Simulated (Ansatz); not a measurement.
# A computed series for Al2O3: pressure series

Consider Al₂O₃ in the corundum structure (space group R-3c, No. 167; a = 4.7292 Å, c = 12.8916 Å (hexagonal axes)).

Cell and atoms are relaxed at each pressure.

The values are results of DFT with LDA, PAW potentials and a 420 eV plane-wave cutoff in Ansatz (a program for electronic structure), spin-orbit coupling left out, not measurements.

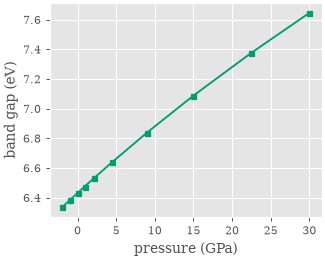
Figure: Band gap against pressure

From the plot, what is the band gap for pressure 9 GPa?

About 6.8 eV.

Is the trend monotonic over the range shown?

Yes, it rises throughout, spanning 6.33 eV to 7.64 eV.

Load acts through the strain it causes; cell and atoms are relaxed under it. Stability against distortions was not tested. Competing high-pressure phases were not computed.
